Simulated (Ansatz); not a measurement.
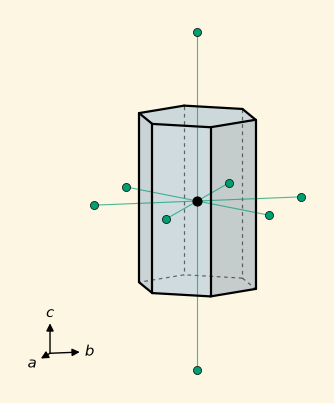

The Wigner–Seitz cell of the crystal's lattice, with lines to the lattice points that define its faces. Crystal: La, the geometry relaxed with DFT PBE, scalar-relativistic, plane waves, PAW in Ansatz; the starting structure was generated, so it need not be a known form of this composition. The drawing is computed from the coordinates (standard cell, symmetry found to 0.002 Å).

a = 3.765 Å, b = 3.765 Å, c = 6.117 Å, α = 90.00°, β = 90.00°, γ = 120.00°; lattice centring P.

Q: Which of Fedorov's five parallelohedra is it?

A: A hexagonal prism: 8 faces (6 with 4 edges, 2 with 6 edges), 18 edges, 12 vertices. Its volume is that of the primitive cell, 75.1 Å³.

Q: Which lattice vectors do the faces bisect?

A:
| example | length (Å) | faces | edges of each | area (Å²) |
| --- | --- | --- | --- | --- |
| a + b | 3.77 | 6 | 4 | 13.3 |
| c | 6.12 | 2 | 6 | 12.3 |
